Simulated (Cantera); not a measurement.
Feed: 1 mol Si, 6.3 mol NF₃, held at 345 Torr.

Cantera equilibrium calculation (NASA polynomials, part measured and part estimated; ideal gas, pure solids and liquids). Candidate condensed phases: Si, Si₃N₄; 16 gas species. The numbers say what is thermodynamically allowed, not how fast it happens.

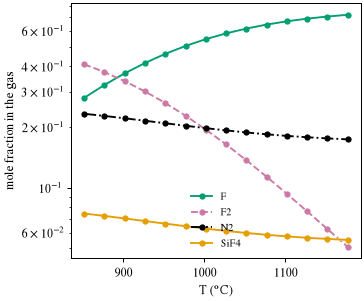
Fig. 1. Equilibrium gas composition (values under 1e-9 drawn at 1e-9)

**Question.** Read off the mole fractions at 1027 °C.

**Answer.** F about 0.58, N₂ about 0.19, F₂ about 0.16, SiF₄ about 0.061.
